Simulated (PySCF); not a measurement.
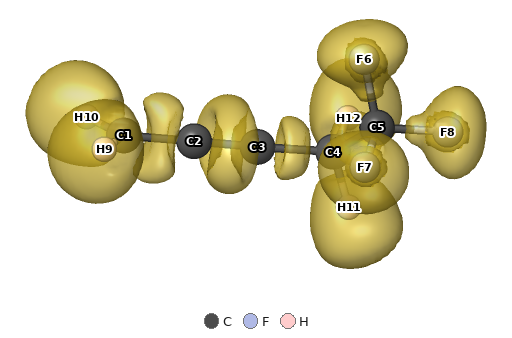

The picture shows: C$_{5}$H$_{4}$F$_{3}$ (doublet). Isosurface of the ELF at 0.75 (yellow), seen from one side. Only the valence region is drawn (cores and ρ < 0.01 e/Å³ removed).

Geometry: GFN2-xTB.

Method: UKS B3LYP, pcH-1 on C F H, non-relativistic, mean-field spin-orbit, GIAO in PySCF 2.14.0, density-fitted response routines.

```xyz
12

C     2.8932    0.2543   -0.0451
C     1.5829   -0.0351   -0.1907
C     0.4053   -0.3212   -0.3437
C    -1.0046   -0.6134   -0.4659
C    -1.8267    0.2948    0.4410
F    -1.5154    0.1476    1.7349
F    -1.6743    1.5925    0.1493
F    -3.1410    0.0314    0.3327
H     3.2163    1.2729    0.0638
H     3.6292   -0.5284   -0.0267
H    -1.3479   -0.4470   -1.4932
H    -1.2158   -1.6490   -0.1823
```

### Describe the localisation domains.

At this value the surface marks out four regions between bonded C–C atoms (shared pairs), four regions around hydrogen nuclei and three regions on F in which the atom's valence shell and bonds are merged. Along the contacts the grid gives the following. C–C (1.22 Å): the ELF peaks at about 0.85 between the atoms (a multiple bond). C–F (1.34 Å): the ELF peaks at about 0.85 between the atoms: a shared but strongly polarised pair.
